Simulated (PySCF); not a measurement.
SMILES CC(C)[SiH2]C(C)C at its GFN2-xTB optimised geometry (Å):

```
23

C      2.7231     0.8571     1.4712
C      1.1984     0.8375     1.5181
C      0.7250     0.2190     2.8317
Si     0.4955    -0.0846     0.0000
C     -1.4147    -0.0846     0.0000
C     -1.9859     1.3317     0.0000
C     -1.9480    -0.8614    -1.1997
H      3.1178    -0.1559     1.5025
H      3.1301     1.4064     2.3197
H      3.0756     1.3291     0.5575
H      0.8569     1.8781     1.4968
H      1.1403     0.7584     3.6829
H     -0.3596     0.2479     2.9097
H      1.0455    -0.8186     2.9016
H      0.9716    -1.4759     0.0165
H      0.9788     0.5739    -1.2228
H     -1.7744    -0.5897     0.9031
H     -1.6628     1.8843     0.8794
H     -1.6585     1.8745    -0.8846
H     -3.0756     1.3073    -0.0034
H     -3.0372    -0.8898    -1.1904
H     -1.5794    -1.8843    -1.1927
H     -1.6291    -0.3934    -2.1283
```

Level of theory: PBE/def2-SVP in PySCF 2.14.0. Cells within 0.4 Å of a nucleus heavier than hydrogen are left out (blank, or x).

Map of the deformation density (molecule minus spherical neutral atoms) (e/bohr³) on the plane z = 0.0 Å:

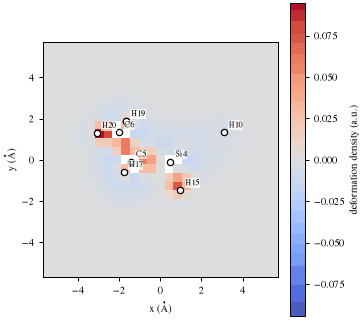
Figure. Deformation density (molecule minus spherical neutral atoms) (e/bohr³) on the plane z = 0.0 Å.
